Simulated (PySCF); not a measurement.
## A study: GeH₄, SMILES `[GeH4]`

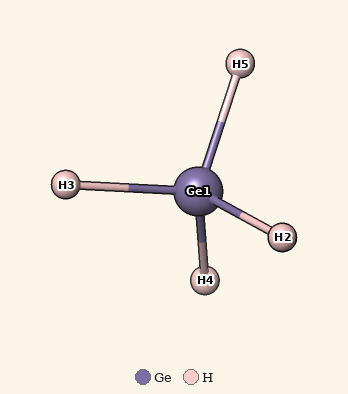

The molecule, with its atoms numbered as below. No frequency check shows the geometry to be a minimum.

Geometry (Å), atoms numbered from 1:

```
Ge1      0.0000    0.0000    0.0000
H2       1.1979   -0.1755    0.8557
H3      -1.1979    0.1755    0.8557
H4      -0.1756   -1.1976   -0.8560
H5       0.1756    1.1977   -0.8560
```

### 1. Bonding charge

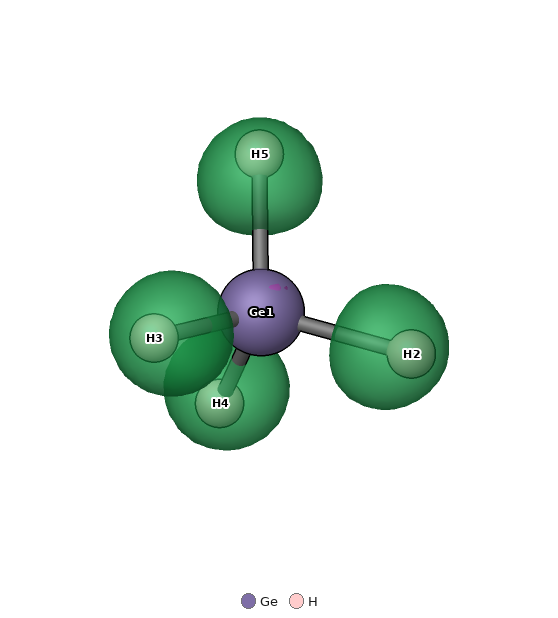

Deformation density (molecule less spherical, spin-averaged free atoms at the same positions), surfaces at ±0.13 e/Å³; green: gain, purple: loss.

Computed with PySCF, M06-2X/def2-SVP, geometry: GFN2-xTB.

**How much density has each bond gained at its critical point, relative to the free atoms?**

Ge1–H2, Ge1–H3, Ge1–H4 and Ge1–H5: +0.26 e/Å³ at the bond critical point (bond length 1.48 Å, Mayer order 1.0). In all, 1.1 electrons gather in the regions of gain relative to the promolecule.

**Where do the Hirshfeld charges lie?**

The highest Hirshfeld charge is on Ge1 (+0.32 e), the lowest on H2, H3, H4 and H5 (−0.08 e).

### 2. Bond critical points

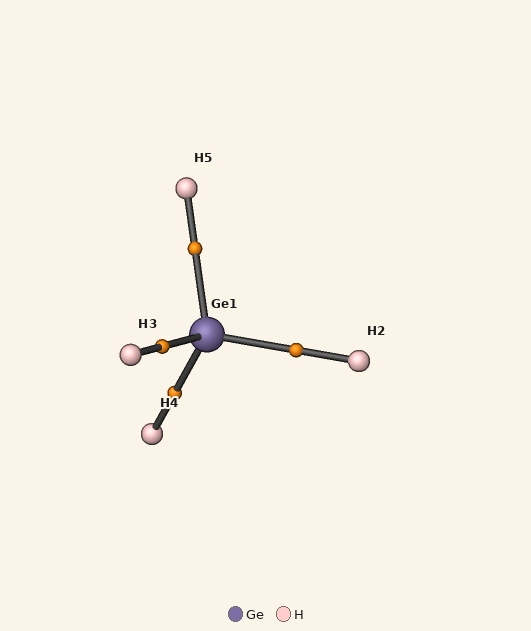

Molecular graph of the electron density (QTAIM): bond paths, bond critical points (orange), ring points (yellow, if any); weak paths are dashed.

**How many critical points of each kind are there, and does the count close?**

5 nuclei, 4 bond, 0 ring and 0 cage critical points: 5 − 4 + 0 − 0 = 1, as the Poincaré–Hopf relation requires.

**Give the properties at the bond critical points.**

| bond | length (Å) | ρ (a.u.) | ∇²ρ (a.u.) | ε | H (a.u.) |
| --- | --- | --- | --- | --- | --- |
| Ge1–H2 (4 alike) | 1.483 | 0.143 | +0.14 | 0.00 | −0.087 |

**What kind of interaction is Ge1–H2?**

Polar or intermediate (positive Laplacian, negative energy density H): ρ = 0.143, ∇²ρ = +0.14, H = −0.087 a.u.

### 3. Local ionisation energy

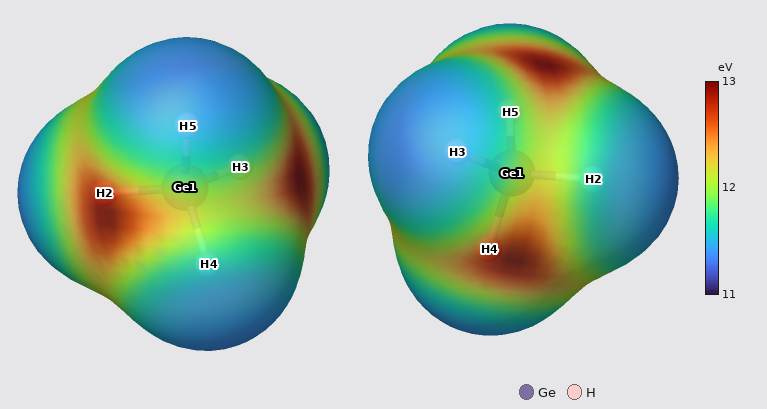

Average local ionisation energy on the surface of electron density 0.001 a.u. (back view left, front view right).

**Locate the minima of the map.**

The lowest value is 11.4 eV, 1.5 Å from H5, and at like points elsewhere. For comparison, the highest occupied orbital lies at −11.0 eV.

**What volume does the surface enclose, and what is the dipole moment?**

About 64 Å³; the dipole moment is 0.0 D.

### 4. In an electric field

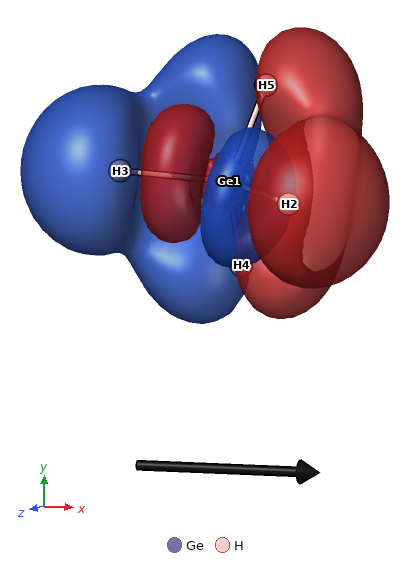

Change of the electron density in a uniform field of 0.26 V/Å along +x (arrow), surfaces at ±0.001 e/Å³ (blue: gain, red: loss).

Method: M06-2X/def2-SVPD; geometry: GFN2-xTB; program: PySCF.

**How large is the response?**

The induced dipole is 0.42 D (along the field); α along this axis, from the fields in both directions, is 33 bohr³ (4.9 Å³).

**Which atoms gain and lose the most charge?**

Electrons gather most on H3 (Hirshfeld charge changes by −0.012 e) and leave H2 most (+0.012 e); 0.041 electrons are displaced in all.

### 5. Localised orbitals

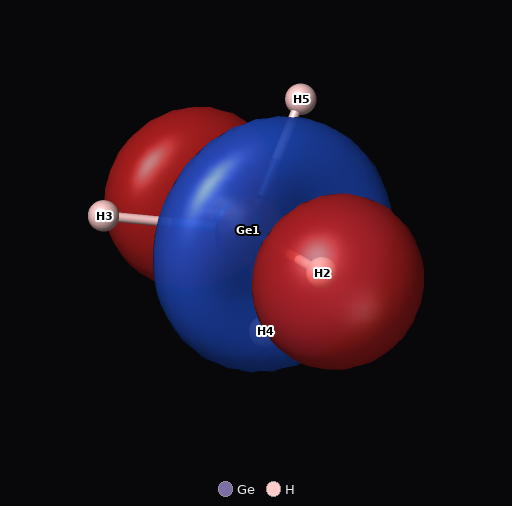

Intrinsic bond orbitals (IBO), occupied and valence-virtual; each surface holds about 70 % of the orbital's density. Energies are diagonal elements of the Fock matrix.

PySCF calculation, PBE0/def2-TZVP, gas phase; geometry: GFN2-xTB.

**What does this orbital represent?**

σ* orbital Ge1–H2 (Ge1 54 %, H2 46 %; 5.0 eV).

### 6. Stretching a bond

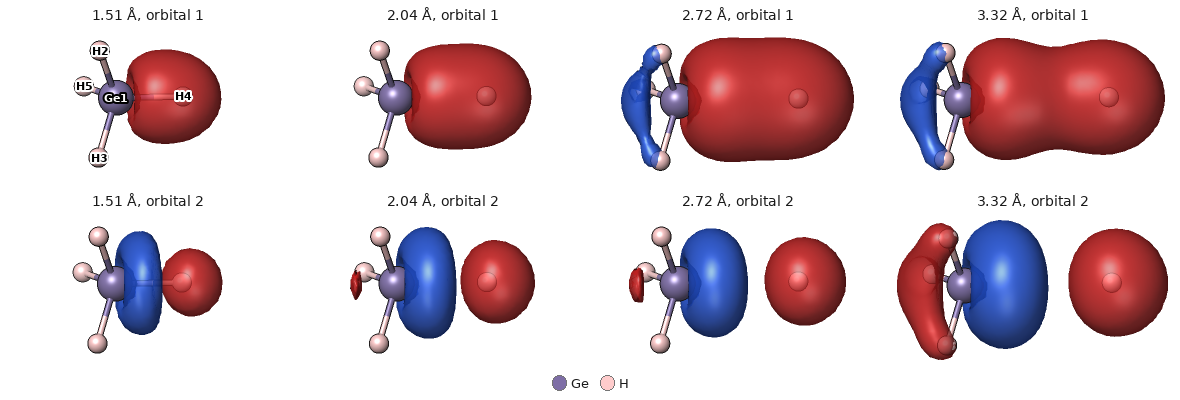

Rigid stretch of the Ge1–H4 bond. The two CASSCF(2,2) natural orbitals nearest half filling (orbital 1 the more occupied).

PySCF calculation, def2-SVPD basis, gas phase; geometry: GFN2-xTB.

**How do the occupations change along the stretch?**

1.51 Å: 1.98 and 0.02; 2.04 Å: 1.93 and 0.07; 2.72 Å: 1.74 and 0.26; 3.32 Å: 1.46 and 0.54. At the longest distance computed (4.23 Å) they are 1.15 and 0.85, and the effective number of unpaired electrons is 1.9.

**Where does the UHF solution part from RHF?**

Between 2.04 Å (⟨S²⟩ = 0, the two coincide) and 2.34 Å (⟨S²⟩ = 0.34); at 4.23 Å ⟨S²⟩ is 1.00 and UHF lies 3.6 eV below RHF.

**How much energy does the stretch cost?**

By CASSCF, 3.4 eV from the lowest point of the scan (1.51 Å) to 4.23 Å; RHF gives 6.6 eV from its own lowest point. The fragments aren't relaxed and dynamic correlation is missing, so this isn't a bond dissociation energy.
